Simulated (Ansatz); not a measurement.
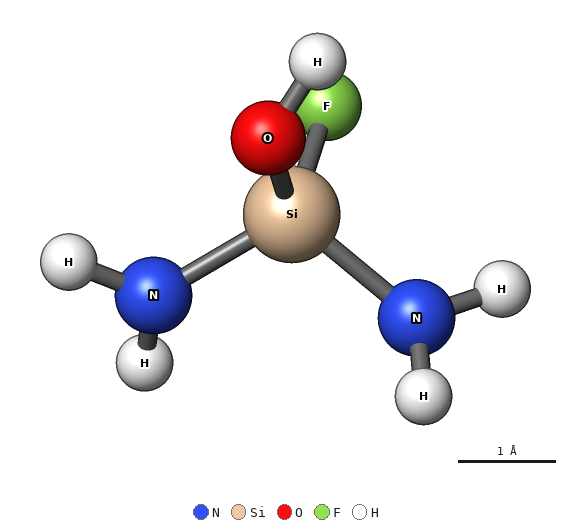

The input geometry (ball-and-stick view, seen at a tilt). Bond lengths as drawn: F–Si 1.60 Å, H–N 1.00 to 1.01 Å, H–O 0.96 Å, N–Si 1.68 to 1.69 Å and O–Si 1.64 Å.

SiN$_{2}$H$_{5}$OF: single-point calculation

The run: single-point calculation of SiN$_{2}$H$_{5}$OF. Method and program: RKS wB97M-V/def2-SVP (Ansatz 0.2.0).

The geometry comes from this level: PBE0-D4/def2-TZVP.

### The program's output
```
Functional definition: wB97M-V
  name "wB97M-V"
  cite "Mardirossian & Head-Gordon, J. Chem. Phys. 144, 214110 (2016) doi:10.1063/1.4952647"
  cite "Becke, J. Chem. Phys. 107, 8554 (1997) doi:10.1063/1.475007"
  cite "Vydrov & Van Voorhis, J. Chem. Phys. 133, 244103 (2010) doi:10.1063/1.3521275"
  # Of w^i u^j: cxij and so on, Table III.
  parameter omega = 0.3/bohr
  parameter cx = 0.15
  parameter cx01 = 1.007
  parameter cx10 = 0.259
  parameter css00 = 0.443
  parameter css04 = -1.437
  parameter css10 = -4.535
  parameter css20 = -3.390
  parameter css43 = 4.278
  parameter cos00 = 1.000
  parameter cos10 = 1.358
  parameter cos20 = 2.924
  parameter cos21 = -8.812
  parameter cos60 = -1.390
  parameter cos61 = 9.142
  parameter b = 6.0
  parameter c = 0.01
  gx(w, u) = 1 - cx + cx01*u + cx10*w
  gss(w, u) = css00 + css04*u^4 + css10*w + css20*w^2 + css43*w^4*u^3
  gos(w, u) = cos00 + cos10*w + (cos20 + cos21*u)*w^2 + (cos60 + cos61*u)*w^6
  exchange = spin_sum(e_x_unif_sr(omega)*gx(b97_w, b97_u_x)) + cx*exact_x_sr(omega) + exact_x_lr(omega)
  correlation = spin_sum(e_c_pw_mod_same_spin*gss(b97_w, b97_u_same))
      + integral(e_c_pw_mod_opposite_spin*gos(b97_w_opposite, b97_u_opposite)) + vv10(b, c)
1121 factors; their error is unknown
276 factors; integrals over basis functions are off by at most 6.9e-6 eV
mean field evaluation 1: about -15687.6665 eV, gradient 6.9e1 eV
mean field evaluation 2: about -15689.7044 eV, gradient 6.2e1 eV
mean field evaluation 4: about -15696.3384 eV, gradient 1.9e0 eV
mean field evaluation 8: about -15696.3444 eV, gradient 5.3e-2 eV
mean field evaluation 16: about -15696.3481 eV, gradient 6.9e-5 eV
mean field -15696.34814893 eV, -576.8301551064 hartree, gradient 1.1e-5 eV, S^2 0.000000; 0 other end points of the search recorded, 0 dependent functions left out
reference -15696.34818694 eV, -576.8301565033 hartree; 25, 25 occupied and 74, 74 virtual orbitals, 1121 factors
Total energy: -15696.34818694 eV, -576.8301565033 hartree
```

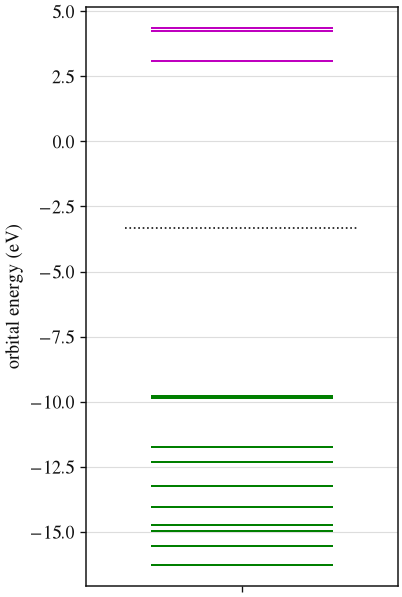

Orbital energies near the frontier; the dotted line parts filled from empty levels, and levels within 0.02 eV of each other stand side by side. Highest filled −9.78 eV, lowest empty 3.11 eV, 12.89 eV apart.

This output came from the following input.

### The input
```yaml
crystal:
  periodic: [false, false, false]
  atoms:
    - {symbol: N, position_ang: [-0.415753, 1.495419, -0.024829]}
    - {symbol: Si, position_ang: [0.063393, -0.096398, -0.298275]}
    - {symbol: N, position_ang: [-0.488663, -1.065147, 0.977805]}
    - {symbol: O, position_ang: [1.670979, 0.022602, -0.585141]}
    - {symbol: F, position_ang: [-0.553869, -0.827115, -1.586609]}
    - {symbol: H, position_ang: [-1.328326, 1.723125, 0.327296]}
    - {symbol: H, position_ang: [0.046591, 2.271965, -0.464079]}
    - {symbol: H, position_ang: [-0.741180, -2.027080, 0.831054]}
    - {symbol: H, position_ang: [-0.238858, -0.873712, 1.932481]}
    - {symbol: H, position_ang: [2.068785, -0.674859, -1.106904]}
basis:
  gaussian: {orbitals: def2-SVP}
hamiltonian: {xc: {name: wB97M-V}}
output: {orbitals: {seedname: orbitals}}
```

Launch command:
```bash
ansatz run in.yaml --threads 4 --pin off --events-out ev --progress --plain --max-ram 10444MiB
```

### Summary

- outcome: converged
- total energy: −15696.3482 eV
- SCF solution under orbital rotations: stable
- HOMO: −9.78 eV
- LUMO: 3.11 eV
- hardware: 4 threads of Arm Neoverse V1, 23 GiB of memory available, shared host
- wall time: 3.5 s (CPU time 13 s)
- peak memory: 0.42 GiB
